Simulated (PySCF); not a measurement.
# Geometry relaxation of CH2In (part 1 of 2)

System: CH2In, multiplicity 2.
Method: PBE0/def2-TZVP, UKS, dispersion D4, core potentials def2-svp (PySCF 2.14.0).

Figures and captions count atoms from 1; the log counts them from 0 in places.

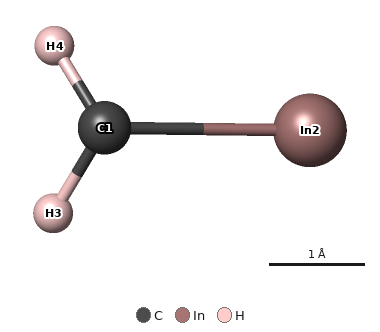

Figure 1. The starting structure (ball-and-stick view, seen at a tilt; atoms are numbered from 1 in the order of the input). Sticks mark near contacts.

The input (run.py):
```python
from pyscf import gto, dft
from pyscf.geomopt.geometric_solver import kernel as optimise

molecule = gto.M(
    atom='C -0.160636 0.068378 -0.076746; In 1.776885 -0.728100 0.687289; H -0.982485 -0.029326 0.670840; H -0.508523 -0.464760 -0.972884',
    charge=0,
    verbose=3,
    spin=1,
    basis='def2-tzvp',
    ecp={'In': 'def2-svp'},
    max_memory=1860,
)

mf = dft.UKS(molecule, xc='pbe0')
mf = mf.density_fit(auxbasis='def2-universal-jkfit')
mf.grids.level = 4
mf.disp = 'd4'
mf.max_cycle = 100
mf.conv_tol = 1e-09
converged, mol_eq = optimise(mf, maxsteps=80)
print('converged:', converged)
print(mol_eq.tostring())

mf.reset(mol_eq)
molecule = mol_eq
mf.kernel()
energy = mf.e_tot
print('E = %.10f Eh' % energy)
```

Run on 1 thread of Arm Neoverse V1, 112 GiB of memory available, shared host.

Run as:
```bash
OMP_NUM_THREADS=1 python run.py
```

The program's output:
```
#|     Arguments passed to driver run_optimizer():      |#
customengine              <pyscf.geomopt.geometric_solver.PySCFEngine object>
maxiter                   80
----------------------------------------------------------
Custom engine selected.
Bonds will be generated from interatomic distances less than 1.20 times sum of covalent radii
12 internal coordinates being used (instead of 12 Cartesians)
Internal coordinate system (atoms numbered from 1):
Distance 1-2
Distance 1-3
Distance 1-4
Angle 2-1-3
Angle 2-1-4
Angle 3-1-4
Translation-X 1-4
Translation-Y 1-4
Translation-Z 1-4
Rotation-A 1-4
Rotation-B 1-4
Rotation-C 1-4
<class 'geometric.internal.Distance'> : 3
<class 'geometric.internal.Angle'> : 3
<class 'geometric.internal.TranslationX'> : 1
<class 'geometric.internal.TranslationY'> : 1
<class 'geometric.internal.TranslationZ'> : 1
<class 'geometric.internal.RotationA'> : 1
<class 'geometric.internal.RotationB'> : 1
<class 'geometric.internal.RotationC'> : 1
> ===== Optimization Info: ====
> Job type: Energy minimization
> Maximum number of optimization cycles: 80
> Initial / maximum trust radius (Angstrom): 0.100 / 0.300
> Convergence Criteria:
> Will converge when all 5 criteria are reached:
>  |Delta-E| < 1.00e-06
>  RMS-Grad  < 3.00e-04
>  Max-Grad  < 4.50e-04
>  RMS-Disp  < 1.20e-03
>  Max-Disp  < 1.80e-03
> === End Optimization Info ===

Geometry optimization cycle 1
Cartesian coordinates (Angstrom)
 Atom        New coordinates             dX        dY        dZ
   C  -0.160636   0.068378  -0.076746    0.000000  0.000000  0.000000
  In   1.776885  -0.728100   0.687289    0.000000  0.000000  0.000000
   H  -0.982485  -0.029326   0.670840    0.000000  0.000000 -0.000000
   H  -0.508523  -0.464760  -0.972884    0.000000  0.000000  0.000000

WARN: Mole.unit (angstrom) is changed to Bohr

WARN: HOMO -0.50909627399832 >= LUMO -0.50909627399832

converged SCF energy = -229.331091099169  <S^2> = 0.77018356  2S+1 = 2.0200827
--------------- DFUKS_Scanner gradients ---------------
         x                y                z
0 C     0.0001915629     0.0177576732    -0.0127067919
1 In     0.0041313821    -0.0055589840     0.0025816617
2 H    -0.0050895835    -0.0070231195     0.0059363286
3 H     0.0007637707    -0.0051661664     0.0041854215
----------------------------------------------
cycle 1: E = -229.331091099  dE = -229.331  norm(grad) = 0.0262055
Step    0 : Gradient = 1.310e-02/2.184e-02 (rms/max) Energy = -229.3310910992
Hessian Eigenvalues: 5.00000e-02 5.00000e-02 5.00000e-02 ... 1.60000e-01 3.20465e-01 3.37665e-01

Geometry optimization cycle 2
Cartesian coordinates (Angstrom)
 Atom        New coordinates             dX        dY        dZ
   C  -0.161168  -0.031701  -0.046453   -0.000532 -0.100079  0.030293
  In   1.789983  -0.706827   0.687909    0.013098  0.021273  0.000620
   H  -0.990038   0.014984   0.677504   -0.007553  0.044310  0.006664
   H  -0.513414  -0.430662  -1.010318   -0.004891  0.034098 -0.037434
converged SCF energy = -229.334874833364  <S^2> = 0.76591332  2S+1 = 2.0158505
--------------- DFUKS_Scanner gradients ---------------
         x                y                z
0 C     0.0016011981     0.0094507127    -0.0023083657
1 In    -0.0028298804    -0.0015409379    -0.0003692749
2 H    -0.0003845807    -0.0030927799     0.0046933021
3 H     0.0016006025    -0.0048206936    -0.0020221180
----------------------------------------------
cycle 2: E = -229.334874833  dE = -0.00378373  norm(grad) = 0.0130137
Step    1 : Displace = 6.366e-02/1.045e-01 (rms/max) Trust = 1.000e-01 (=) Grad = 6.507e-03/9.859e-03 (rms/max) E (change) = -229.3348748334 (-3.784e-03) Quality = 1.650
Hessian Eigenvalues: 3.70270e-02 5.00000e-02 5.00000e-02 ... 1.81740e-01 3.21118e-01 3.56234e-01

Geometry optimization cycle 3
Cartesian coordinates (Angstrom)
 Atom        New coordinates             dX        dY        dZ
   C  -0.176605  -0.139991  -0.021190   -0.015436 -0.108290  0.025263
  In   1.823030  -0.689874   0.693265    0.033047  0.016954  0.005355
   H  -0.999904   0.062198   0.669862   -0.009866  0.047214 -0.007642
   H  -0.520964  -0.386517  -1.033188   -0.007550  0.044145 -0.022870
converged SCF energy = -229.33703436068  <S^2> = 0.75824536  2S+1 = 2.0082284
--------------- DFUKS_Scanner gradients ---------------
         x                y                z
0 C    -0.0011783925     0.0044385650     0.0003325707
1 In    -0.0034883522    -0.0001940814    -0.0008967074
2 H     0.0022004878    -0.0014179736     0.0031038287
3 H     0.0024737418    -0.0028319639    -0.0025393582
----------------------------------------------
cycle 3: E = -229.337034361  dE = -0.00215953  norm(grad) = 0.00844303
Step    2 : Displace = 6.878e-02/1.124e-01 (rms/max) Trust = 1.414e-01 (+) Grad = 4.222e-03/4.604e-03 (rms/max) E (change) = -229.3370343607 (-2.160e-03) Quality = 1.052
Hessian Eigenvalues: 1.99596e-02 5.00000e-02 5.00000e-02 ... 1.82441e-01 3.40769e-01 3.65386e-01

Geometry optimization cycle 4
Cartesian coordinates (Angstrom)
 Atom        New coordinates             dX        dY        dZ
   C  -0.192640  -0.227077  -0.002925   -0.016035 -0.087086  0.018266
  In   1.846244  -0.676255   0.695889    0.023213  0.013618  0.002624
   H  -1.005051   0.099529   0.662612   -0.005146  0.037331 -0.007250
   H  -0.523093  -0.350341  -1.046843   -0.002129  0.036175 -0.013655
converged SCF energy = -229.337725514927  <S^2> = 0.75528119  2S+1 = 2.0052742
--------------- DFUKS_Scanner gradients ---------------
         x                y                z
0 C     0.0020111864     0.0004344007     0.0015606362
1 In    -0.0020016408     0.0002998026    -0.0006158321
2 H    -0.0011277282     0.0009574931     0.0049331012
3 H     0.0011234373    -0.0016905509    -0.0058730641
----------------------------------------------
cycle 4: E = -229.337725515  dE = -0.000691154  norm(grad) = 0.00873395
Step    3 : Displace = 5.449e-02/9.056e-02 (rms/max) Trust = 2.000e-01 (+) Grad = 4.367e-03/6.214e-03 (rms/max) E (change) = -229.3377255149 (-6.912e-04) Quality = 1.070
Hessian Eigenvalues: 1.71003e-02 5.00000e-02 5.00000e-02 ... 1.60044e-01 3.38881e-01 3.75161e-01
Inverse iteration for Cartesians failed
Internal coordinate system may have changed
-- Added: --
Out-of-Plane 1-3-2-4
-- Deleted: --
Angle 2-1-3
Refreshing coordinate system and resetting rotations
Updating Hessian using 3 steps from history
Skipping optimization step
Hessian Eigenvalues: 8.47968e-03 4.96896e-02 5.00000e-02 ... 1.63625e-01 3.38067e-01 3.42504e-01

Geometry optimization cycle 5
Cartesian coordinates (Angstrom)
 Atom        New coordinates             dX        dY        dZ
   C  -0.191034  -0.159730   0.110268    0.001605  0.067347  0.113193
  In   1.962593  -0.738603   0.603322    0.116350 -0.062348 -0.092567
   H  -1.192940   0.109137   0.522775   -0.187889  0.009608 -0.139837
   H  -0.453589  -0.364287  -0.928121    0.069503 -0.013946  0.118723
converged SCF energy = -229.332568844558  <S^2> = 0.75611644  2S+1 = 2.0061071
--------------- DFUKS_Scanner gradients ---------------
         x                y                z
0 C     0.0081768846     0.0018628410    -0.0029493119
1 In     0.0136318386    -0.0046557061     0.0002737928
2 H    -0.0162322432     0.0004783601    -0.0080273139
3 H    -0.0055820703     0.0023207723     0.0107083112
----------------------------------------------
cycle 5: E = -229.332568845  dE = 0.00515667  norm(grad) = 0.0276762
Step    4 : Displace = 1.713e-01/2.343e-01 (rms/max) Trust = 2.828e-01 (+) Grad = 1.384e-02/1.811e-02 (rms/max) E (change) = -229.3325688446 (+5.157e-03) Quality = -6.466
Rejecting step - quality is lower than -1.0
Hessian Eigenvalues: 8.47968e-03 4.96896e-02 5.00000e-02 ... 1.63625e-01 3.38067e-01 3.42504e-01

Geometry optimization cycle 6
Cartesian coordinates (Angstrom)
 Atom        New coordinates             dX        dY        dZ
   C  -0.189781  -0.197046   0.052977    0.001254 -0.037316 -0.057290
  In   1.913918  -0.709076   0.651007   -0.048676  0.029528  0.047685
   H  -1.107148   0.106871   0.589051    0.085792 -0.002266  0.066276
   H  -0.491829  -0.354645  -0.984626   -0.038240  0.009642 -0.056506
converged SCF energy = -229.336641816764  <S^2> = 0.75561536  2S+1 = 2.0056075
--------------- DFUKS_Scanner gradients ---------------
         x                y                z
0 C     0.0038506479     0.0005401443    -0.0031490434
1 In     0.0071170643    -0.0023300702     0.0004602496
2 H    -0.0088424027     0.0008988847    -0.0025501086
3 H    -0.0021303797     0.0008890912     0.0052299924
----------------------------------------------
cycle 6: E = -229.336641817  dE = -0.00407297  norm(grad) = 0.0141248
Step    5 : Displace = 9.008e-02/1.260e-01 (rms/max) Trust = 8.566e-02 (x) Grad = 7.062e-03/9.247e-03 (rms/max) E (change) = -229.3366418168 (+1.084e-03) Quality = -1.674
Rejecting step - quality is lower than -1.0
Hessian Eigenvalues: 8.47968e-03 4.96896e-02 5.00000e-02 ... 1.63625e-01 3.38067e-01 3.42504e-01

Geometry optimization cycle 7
Cartesian coordinates (Angstrom)
 Atom        New coordinates             dX        dY        dZ
   C  -0.191138  -0.218638   0.024246   -0.001357 -0.021592 -0.028731
  In   1.882718  -0.691470   0.675420   -0.031200  0.017606  0.024413
   H  -1.055162   0.104648   0.622083    0.051986 -0.002223  0.033032
   H  -0.511147  -0.348617  -1.013207   -0.019317  0.006028 -0.028581
converged SCF energy = -229.337720761293  <S^2> = 0.75536074  2S+1 = 2.0053536
--------------- DFUKS_Scanner gradients ---------------
         x                y                z
0 C     0.0014483045     0.0002120836    -0.0019279988
1 In     0.0029110591    -0.0009819683     0.0001505716
2 H    -0.0040067811     0.0006334028    -0.0002142041
3 H    -0.0003472250     0.0001326941     0.0019878243
----------------------------------------------
cycle 7: E = -229.337720761  dE = -0.00107894  norm(grad) = 0.00599266
Step    6 : Displace = 4.541e-02/6.460e-02 (rms/max) Trust = 4.283e-02 (x) Grad = 2.996e-03/4.062e-03 (rms/max) E (change) = -229.3377207613 (+4.754e-06) Quality = -0.011
Hessian Eigenvalues: 1.88906e-02 4.99638e-02 5.00000e-02 ... 1.64529e-01 2.75753e-01 3.51157e-01

Geometry optimization cycle 8
Cartesian coordinates (Angstrom)
 Atom        New coordinates             dX        dY        dZ
   C  -0.192354  -0.227919   0.011315   -0.001215 -0.009281 -0.012931
  In   1.867364  -0.683225   0.687849   -0.015353  0.008245  0.012429
   H  -1.027255   0.101750   0.633503    0.027907 -0.002898  0.011420
   H  -0.522579  -0.344677  -1.024091   -0.011432  0.003940 -0.010884
converged SCF energy = -229.33791298958  <S^2> = 0.75526314  2S+1 = 2.0052562
--------------- DFUKS_Scanner gradients ---------------
         x                y                z
0 C    -0.0018144592     0.0009949931     0.0000050261
1 In     0.0010010275    -0.0003950275    -0.0000032393
2 H     0.0004786056    -0.0005486820    -0.0012438857
3 H     0.0003416181    -0.0000530226     0.0012432979
----------------------------------------------
cycle 8: E = -229.33791299  dE = -0.000192228  norm(grad) = 0.00303036
Step    7 : Displace = 2.177e-02/3.045e-02 (rms/max) Trust = 2.141e-02 (-) Grad = 1.515e-03/2.069e-03 (rms/max) E (change) = -229.3379129896 (-1.922e-04) Quality = 0.893
Hessian Eigenvalues: 2.35879e-02 4.99750e-02 4.99999e-02 ... 1.38520e-01 2.94866e-01 3.66276e-01
```
